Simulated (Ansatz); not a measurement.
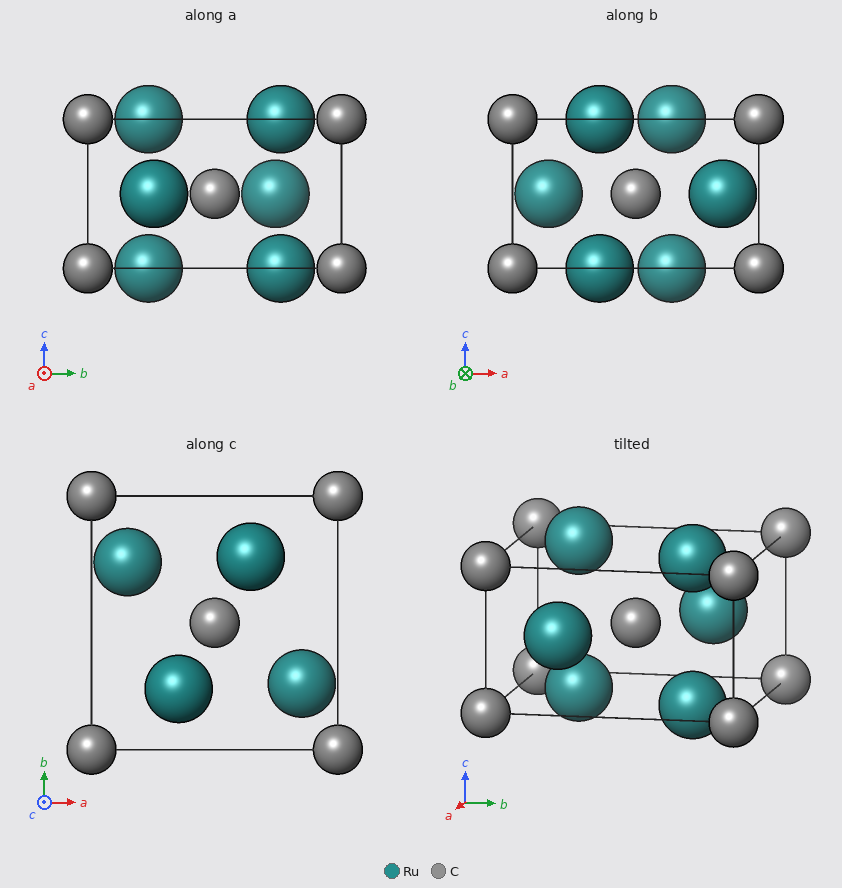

We look at a spheres-only model of the crystal along the a axis, along the b axis, along the c axis and slightly off an axis. The edges of the conventional unit cell are marked.

Lattice parameters: a = 4.7994 Å, b = 4.9417 Å, c = 2.9076 Å, α = 90.000°, β = 90.000°, γ = 90.000°.

Give the structure in the form of a CIF with its space group and independent sites, with free fractional coordinates to two decimals.

Answer.
```cif
data_structure
_symmetry_space_group_name_H-M 'P n n m'
_symmetry_Int_Tables_number 58
_cell_length_a 4.7994
_cell_length_b 4.9417
_cell_length_c 2.9076
_cell_angle_alpha 90.000
_cell_angle_beta 90.000
_cell_angle_gamma 90.000
_cell_volume 68.96
loop_
_atom_site_label
_atom_site_type_symbol
_atom_site_symmetry_multiplicity
_atom_site_Wyckoff_symbol
_atom_site_fract_x
_atom_site_fract_y
_atom_site_fract_z
_atom_site_occupancy
Ru1 Ru 4 g 0.85 0.26 0.50 1
C1 C 2 a 0.50 0.50 0.50 1
```

The structure comes from a textbook structure type filled with these elements (whether it is the usual form wasn't checked). A relaxation with DFT PBE, scalar-relativistic, plane waves, PAW in Ansatz gave the geometry drawn.
